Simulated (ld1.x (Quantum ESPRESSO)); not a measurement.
Sulfur (S), ultrasoft, made with ld1.x (Quantum ESPRESSO) 7.5 (PBE, scalar-relativistic). Core [Ne], reference 3s2 3p3.5 (charge +0.5). Waves: 3s (bound): rcut 1.10, rcutus 1.30 bohr; 3s channel at -0.85 Ry: rcut 1.10, rcutus 1.30 bohr; 3p (bound): rcut 1.00, rcutus 1.25 bohr; 3p channel at 1.35 Ry: rcut 1.00, rcutus 1.25 bohr. Local part: all-electron potential smoothed inside 1.10 bohr (lloc = -2). Core correction: a·sin(br)/r model core inside 0.90 bohr. Augmentation charge: PSQ, inside the norm-conserving radii.

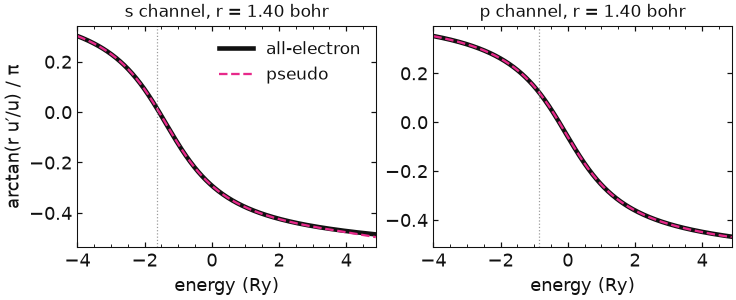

Unwrapped phase arctan(r u′/u) in units of π against energy, all-electron (solid) and pseudo (dashed); the pseudo phase is matched to the all-electron one at the reference energy. Here u = r R(r). The dotted line marks the reference energy of the channel.

Question: How far from the reference energy is each channel transferable, at a tolerance of 0.05 rad?

Answer: s: over the whole range drawn; p: over the whole range drawn.

Question: Does the potential have spurious states?

Answer: The plot shows none: the two phases stay within 0.03 rad of each other in all channels drawn. The separate test gives: no ghost state below the valence levels in the s, p, d, f channels.
